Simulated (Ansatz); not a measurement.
# LuC2: how the settings move a single-point run

Aim: see which settings change the result for LuC2, by how much, and at what cost.

Computed with Ansatz 0.2.0 (reference: DFT, r2SCAN, all-electron PAW with datasets made for the crystal, scalar-relativistic, unless a step's input says otherwise).

1 further run of the same task is left out (it didn't finish).

**1. Starting point**

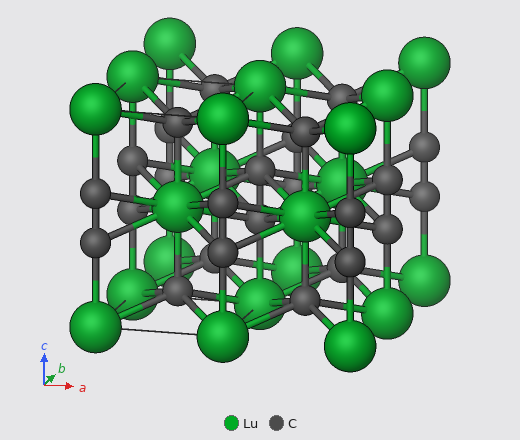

Start, viewed slightly off an axis; lutetium green, carbon dark grey. 2×2×1 cells are drawn. Atoms on the faces are drawn again on the opposite ones. The cell drawn here is the conventional one.

As a file:

```cif
data_structure
_symmetry_space_group_name_H-M 'I4/mmm'
_symmetry_Int_Tables_number 139
_cell_length_a 3.5659
_cell_length_b 3.5659
_cell_length_c 6.0579
_cell_angle_alpha 90.000
_cell_angle_beta 90.000
_cell_angle_gamma 90.000
_cell_volume 77.03
loop_
_atom_site_label
_atom_site_type_symbol
_atom_site_symmetry_multiplicity
_atom_site_Wyckoff_symbol
_atom_site_fract_x
_atom_site_fract_y
_atom_site_fract_z
_atom_site_occupancy
Lu1 Lu 2 a 0.00000 0.00000 0.00000 1
C1 C 4 e 0.50000 0.50000 0.11333 1
```

**2. The reference run**

Input file input.yaml:

```yaml
crystal:
  lattice:
    - [-1.782956, 1.782956, 3.02895]
    - [1.782956, -1.782956, 3.02895]
    - [1.782956, 1.782956, -3.02895]
  atoms:
    - { symbol: Lu, position: [0.0, 0.0, 0.0] }
    - { symbol: C, position: [0.61333385, 0.61333385, 0.0] }
    - { symbol: C, position: [0.38666615, 0.38666615, 0.0] }
kpoints:
  mp_grid: { grid: [11, 11, 11] }
scf:
  occupations: { method: fermi_dirac, width: 0.05 }
hamiltonian:
  xc: r2scan
  pseudopotentials: { kind: all_electron, datasets: crystal }
output:
  forces: true
  stress: true
  eigenvalues: true
  efg: { contact_densities: true }
```

Launch:

```sh
ansatz run input.yaml --threads 1 --pin off --max-ram 3072MiB --backend cpu --events-out ev --progress --plain --runs-dir out
```

The main lines of its log:

```text
[...]
Basis set: ecut = 600 eV, 1261 PW (Γ), exchange–correlation on 135×135×135 points (27 copies of the dense FFT grid, shifted against one another)
[...]
k-points: 126 of 1331
[...]
SCF iter   1: F=—  HF=-398363.023237 eV  |F-HF|=—  |Δ(HF+E_count)|=         —  Δρ=1.05e-1  dr2=6.08e0  dr2_τ=8.13e-1  ethr=1.86e-2  ⟨swp⟩=2.1  Hψ=13589  notcnv=0
preconditioner: auto → Kerker (q_TF=auto, 2.659 Å⁻¹)  [metal: Δε(μ)=0.021 eV  Ē_g=13.653 eV  σ=0.050 eV  W_gap=0.10  n_scr=14 (ndim 8)  ℏωp=33.3 eV  f_vac=0.000  D(μ)=0.60/eV (n_scr^D=0)]
SCF iter   2: F=—  HF=-398361.923252 eV  |F-HF|=—  |Δ(HF+E_count)|=    1.10e0  Δρ=6.04e-2  dr2=2.11e0  dr2_τ=2.11e-2  ethr=1.84e-2  ⟨swp⟩=2.7  Hψ=5408  notcnv=0  defer=1
[...]
SCF iter  12: F=—  HF=-398361.483641 eV  |F-HF|=—  |Δ(HF+E_count)|=   2.50e-9  Δρ=3.28e-6  dr2=4.20e-9  dr2_τ=5.29e-11  ethr=1.38e-10  ⟨swp⟩=3.0  Hψ=6403  notcnv=0
SCF iter  13: F=-398361.483641 eV  HF=-398361.483641 eV  |F-HF|=1.16e-10  |Δ(HF+E_count)|=    0.00e0  Δρ=1.20e-6  dr2=6.58e-10  dr2_τ=1.62e-12  ethr=1.27e-11  ⟨swp⟩=3.0  Hψ=6081  notcnv=0
[...]
SCF converged after 13 iterations
Free energy (F): -398361.483639 eV
[...]
E sigma→0 (E₀):  -398361.481438 eV
[...]
Fermi energy:    15.360357 eV
[...]
  P = ⅓ Tr σ = -6.8303 GPa (-68.303 kbar)
[...]
```

It took 92 s on 1 thread of Arm Neoverse V2, shared host; peak memory 1.4 GiB.

**3. Changing settings: mp_grid.grid [4, 4, 4], preconditioner kerker**

Edit input.yaml of step 2 so:

```diff
@@ -10,5 +10,6 @@
 kpoints:
-  mp_grid: { grid: [11, 11, 11] }
+  mp_grid: { grid: [4, 4, 4] }
 scf:
   occupations: { method: fermi_dirac, width: 0.05 }
+  mixing: { preconditioner: kerker }
 hamiltonian:
```

Launch:

```sh
ansatz run input.yaml --threads 1 --pin off --max-ram 3072MiB --backend cpu --events-out ev --progress --plain --runs-dir out
```

What it wrote:

```text
hamiltonian.pseudopotentials.datasets: crystal makes datasets for this crystal and solves the spheres of its atoms anew in each pass: cutoff 600.0 eV, the density's 4200.0 eV; for an error of 0.50 meV an atom under PBE, 1.5 meV for the cell; an energy difference from a run of another recipe may be off by several times the error for the cell, under r2SCAN by more, where some 0.1 meV an atom stays at smaller errors; C in spheres of 0.683 Å, 4 of its electrons in bands; Lu in spheres of 1.376 Å, 25 of its electrons in bands
Lu: output.efg is read without spin–orbit coupling, which moves field gradients at and beside such atoms by some per cent and up to a factor of two; PAW files take it under magnetization.noncollinear and magnetization.spin_orbit
Engine: ansatz 0.2.0
Pseudopotentials: kind: all_electron
Pseudopotential: Lu, paw, valence charge 25, recommended cutoff 600 eV (normal), Koelling and Harmon's equation, gaussian nucleus
Pseudopotential: C, paw, valence charge 4, recommended cutoff 600 eV (normal), Koelling and Harmon's equation, gaussian nucleus
Functional definition: r2SCAN
  parameter k0 = 0.174
  parameter k1 = 0.065
  parameter a1 = 4.9479
  exchange = r2scan_x(k0 = k0, k1 = k1, a1 = a1)
  correlation = r2scan_c
Crystal: 3 atoms, lattice volume = 38.515 Å³
Basis set: ecut = 600 eV, 1261 PW (Γ), exchange–correlation on 135×135×135 points (27 copies of the dense FFT grid, shifted against one another)
Bands: 21, of which v1, the nominal top of the filled ones, is band 17 counted from 1 (16 counted from 0)
Symmetry: 16 space group operations
Space group: I4/mmm (ITA 139), of the structure as read, at distance tolerance 3.4e-5 Å
k-points: 13 of 64
Non-local potential: Lu, projectors of the file, l = 0: 2, l = 1: 2, l = 2: 1, l = 3: 2
Non-local potential: C, projectors of the file, l = 0: 1, l = 1: 1
PAW form: soft (Blöchl's): semilocal exchange-correlation on the pseudo side does not see the compensation charge
PAW one-centre angular grid: Lu, 974 points (default); XC on its mesh's 1827 points in the sphere
PAW one-centre angular grid: C, 302 points (default); XC on its mesh's 1843 points in the sphere
Initial density: superposition of atomic densities (neutral atoms: chi_scale 0, normalization atom)
Initial wavefunctions: pseudopotential atomic-orbital guess
Functional: x = r2scan, c = r2scan; τ floored in thin density (d = 2e-4 eV/Å³)
iter 1 solved again at ethr=1.87e-2 eV; its pass at ethr=1.00e-1 eV (dr2=6.18e0 eV) is discarded
SCF iter   1: F=—  HF=-398362.984106 eV  |F-HF|=—  |Δ(HF+E_count)|=         —  Δρ=1.05e-1  dr2=6.11e0  dr2_τ=8.18e-1  ethr=1.87e-2  ⟨swp⟩=2.3  Hψ=1399  notcnv=0
SCF iter   2: F=—  HF=-398361.877943 eV  |F-HF|=—  |Δ(HF+E_count)|=    1.11e0  Δρ=6.01e-2  dr2=2.06e0  dr2_τ=2.27e-2  ethr=1.85e-2  ⟨swp⟩=2.8  Hψ=563  notcnv=0
iter 3 solved again at ethr=2.68e-4 eV; its pass at ethr=6.24e-3 eV (dr2=8.84e-2 eV) is discarded
SCF iter   3: F=—  HF=-398361.421774 eV  |F-HF|=—  |Δ(HF+E_count)|=   4.56e-1  Δρ=1.61e-2  dr2=8.65e-2  dr2_τ=8.96e-3  ethr=2.68e-4  ⟨swp⟩=2.2  Hψ=1353  notcnv=0
SCF iter   4: F=—  HF=-398361.431822 eV  |F-HF|=—  |Δ(HF+E_count)|=   1.00e-2  Δρ=1.17e-2  dr2=2.95e-2  dr2_τ=7.34e-4  ethr=2.62e-4  ⟨swp⟩=3.3  Hψ=769  notcnv=0
SCF iter   5: F=—  HF=-398361.446748 eV  |F-HF|=—  |Δ(HF+E_count)|=   1.49e-2  Δρ=4.21e-3  dr2=4.85e-3  dr2_τ=3.95e-4  ethr=8.93e-5  ⟨swp⟩=2.3  Hψ=550  notcnv=0
SCF iter   6: F=—  HF=-398361.451130 eV  |F-HF|=—  |Δ(HF+E_count)|=   4.38e-3  Δρ=1.70e-3  dr2=8.26e-4  dr2_τ=3.86e-5  ethr=1.47e-5  ⟨swp⟩=2.6  Hψ=637  notcnv=0
SCF iter   7: F=—  HF=-398361.451383 eV  |F-HF|=—  |Δ(HF+E_count)|=   2.53e-4  Δρ=8.71e-4  dr2=2.32e-4  dr2_τ=3.22e-6  ethr=2.50e-6  ⟨swp⟩=2.2  Hψ=506  notcnv=0
SCF iter   8: F=—  HF=-398361.451169 eV  |F-HF|=—  |Δ(HF+E_count)|=   2.14e-4  Δρ=2.52e-4  dr2=2.45e-5  dr2_τ=3.12e-7  ethr=7.03e-7  ⟨swp⟩=3.0  Hψ=697  notcnv=0
SCF iter   9: F=—  HF=-398361.451145 eV  |F-HF|=—  |Δ(HF+E_count)|=   2.41e-5  Δρ=8.26e-5  dr2=3.03e-6  dr2_τ=1.26e-7  ethr=7.41e-8  ⟨swp⟩=3.0  Hψ=742  notcnv=0
SCF iter  10: F=—  HF=-398361.451147 eV  |F-HF|=—  |Δ(HF+E_count)|=   1.98e-6  Δρ=4.21e-5  dr2=8.30e-7  dr2_τ=8.63e-10  ethr=9.18e-9  ⟨swp⟩=3.0  Hψ=543  notcnv=0
SCF iter  11: F=—  HF=-398361.451148 eV  |F-HF|=—  |Δ(HF+E_count)|=   4.11e-7  Δρ=8.56e-6  dr2=3.64e-8  dr2_τ=1.90e-9  ethr=2.52e-9  ⟨swp⟩=3.0  Hψ=563  notcnv=0
SCF iter  12: F=-398361.451148 eV  HF=-398361.451148 eV  |F-HF|=1.28e-9  |Δ(HF+E_count)|=   4.66e-9  Δρ=2.87e-6  dr2=2.71e-9  dr2_τ=2.88e-11  ethr=1.10e-10  ⟨swp⟩=3.1  Hψ=695  notcnv=0
SCF 1 converged in 12 iterations: F = -398361.451146 eV  dr2 = 2.71e-9
  Residual-converged pass: ⟨swp⟩=2.8  Hψ=469  notcnv=0  max |occ|·‖R‖ = 6.3e-6 eV (tolerance 6.5e-6 eV)  dr2=2.69e-9  dr2_τ=3.02e-11  dr2_onsite=4.26e-8  max |Δocc| = 2.4e-11
SCF converged after 12 iterations
Free energy (F): -398361.451146 eV
Harris-Foulkes:  -398361.451146 eV  (|F-HF|=1.28e-9)
Internal energy: -398361.443333 eV  (E = F + TS)
E sigma→0 (E₀):  -398361.447239 eV
Entropy (-TS):   -0.007812 eV (-2.604 meV/atom)
Past the cutoff: the bands carry plane waves up to 2.50 times it, of which those up to 1.5 times it add -0.000341 eV an atom, each by itself; the spheres take 0.000396 eV an atom off the energy for waves past 2.50 times it
Past the cutoffs: a stress includes 0.0022 GPa for waves and charges beyond them, in addition to the slope of what the spheres take
In the spheres:  the bands' charges fall short by 4.0e-6 e at most (sound up to 1e-3)
Fermi energy:    15.531531 eV
--- Per-component energies (eV) ---
  The terms above E_closure are by the made datasets' own strengths, without shells solved beside the bands.
--- Forces (eV/Å), atoms counted from 1 ---
  atom   1  Lu     0.00000000     0.00000000     0.00000000
  atom   2  C     -0.00000000    -0.00000000    -4.00414796
  atom   3  C      0.00000000     0.00000000     4.00414796
  max |Σ_I F_I| component: 7.89e-31 eV/Å
--- Stress (GPa, compression-positive) ---
       -2.122762       0.000000       0.000000
        0.000000      -2.122762       0.000000
        0.000000       0.000000     -16.614958
  P = ⅓ Tr σ = -6.9535 GPa (-69.535 kbar)
--- PAW observables at the nuclei: V_zz in 10²¹ V/m², potentials from the cell's mean, atoms counted from 1 ---
  atom   1  Lu V_zz =   -33.200399   η = 0.0000   by run symmetry: allowed
            electrostatic potential = -13869.776869 V   contact ρ = 6948094.017608 e/Å³
  atom   2  C  V_zz =    -5.325340   η = 0.0000   by run symmetry: allowed
            electrostatic potential = -421.262781 V   contact ρ = 868.149708 e/Å³
  atom   3  C  V_zz =    -5.325340   η = 0.0000   by run symmetry: allowed
            electrostatic potential = -421.262781 V   contact ρ = 868.149708 e/Å³
--- Band table (eV; the first three rows and the last of 13) ---
  k-point 0: bands = ["-42.5151", "-12.5655", "-12.5655", "-12.3802", "-1.3367", "8.8029", "9.1452", "10.0139", "10.0139", "10.2513", "10.3116", "10.3320", "10.3320", "11.0909", "12.5350", "12.5350", "14.4604", "14.4604", "16.2783"]
  k-point 1: bands = ["-42.5062", "-12.7176", "-12.6525", "-12.4125", "-0.6946", "8.5893", "8.6883", "10.0987", "10.2059", "10.2679", "10.2826", "10.2840", "10.3670", "10.6771", "10.7327", "11.7911", "13.0068", "17.6808", "19.2927"]
  k-point 2: bands = ["-42.4973", "-12.8174", "-12.7391", "-12.4454", "-0.6026", "8.4345", "9.6053", "10.1542", "10.2355", "10.2387", "10.2969", "10.3097", "10.3101", "10.6264", "10.6943", "11.6464", "11.9487", "18.1420", "20.7595"]
  k-point 12: bands = ["-42.5078", "-12.6147", "-12.6147", "-12.6074", "-0.6755", "6.7045", "9.9359", "9.9359", "10.2874", "10.2890", "10.3110", "10.3110", "10.3116", "11.5438", "11.5438", "12.2954", "14.8194", "19.1993", "19.5238"]
```

Run time: 14 s. Hardware: 1 thread of Arm Neoverse V2, shared host; peak memory 0.75 GiB.

Changing the k-point mesh and mixing moves the energy by +10.8 meV/atom, and the largest force goes from 3.59 to 4.00 eV/Å. The energy is not variational in the mesh, so the sign tells nothing. Of the settings changed, the mesh is the one that moves energies this far. Cost: 12 SCF cycles against 13, 14 s against 92 s. These settings are too coarse to quote as the system's properties.

**4. Side by side**

```tsv
run	ending	energy change	pressure (GPa)	gap (eV)	force (eV/Å)	cycles	time
reference	converged	0	-6.8	0.00	3.59	13	92 s
1: mp_grid.grid [4, 4, 4], preconditioner kerker	converged	+10.8 meV/atom	-7.0	0.00	4.00	12	14 s
```

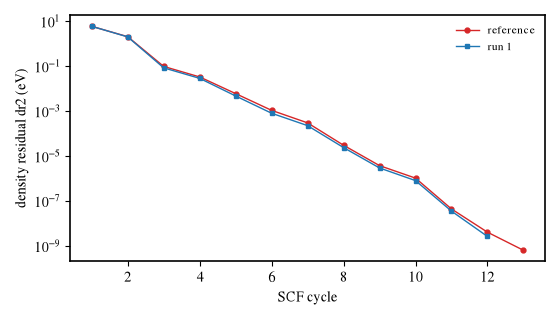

Residual by cycle in the longest SCF loop of each run; runs are numbered as in the table.

What this shows: Changing the k-point mesh and mixing moves the energy by +10.8 meV/atom, and the largest force goes from 3.59 to 4.00 eV/Å. The energy is not variational in the mesh, so the sign tells nothing. Of the settings changed, the mesh is the one that moves energies this far. Cost: 12 SCF cycles against 13, 14 s against 92 s.
